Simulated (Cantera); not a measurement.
A closed system holds: 1 mol borazine, 0.12 mol O₂, 0.14 mol H₂, equilibrated at 0.173 Torr.

These are equilibrium values from Cantera (NASA tables, ideal gas, pure condensed phases), not measurements of a reactor. Candidate condensed phases: B, BN, B₂O₃, B₃O₃H₃, H₂O; 39 gas species. The feed counts by its element totals alone. Mutual solubility and eutectic melting of coexisting phases are not modelled. The tables' values for BH₂ are old estimates; treat these amounts as uncertain. Equilibrium is a limit: real reactors are often held back by kinetics, nucleation or transport.

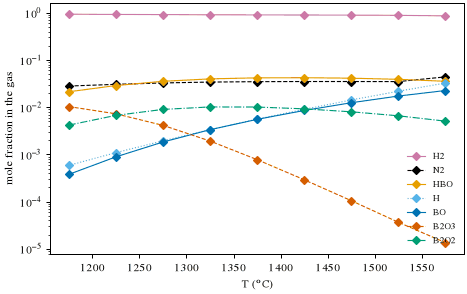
Figure: Equilibrium gas composition (values under 1e-9 drawn at 1e-9)

From 1175 °C to 1525 °C the condensed part is BN(s). At 1575 °C the condensed part is B(s) + BN(s). The main B-bearing gas is HBO throughout.
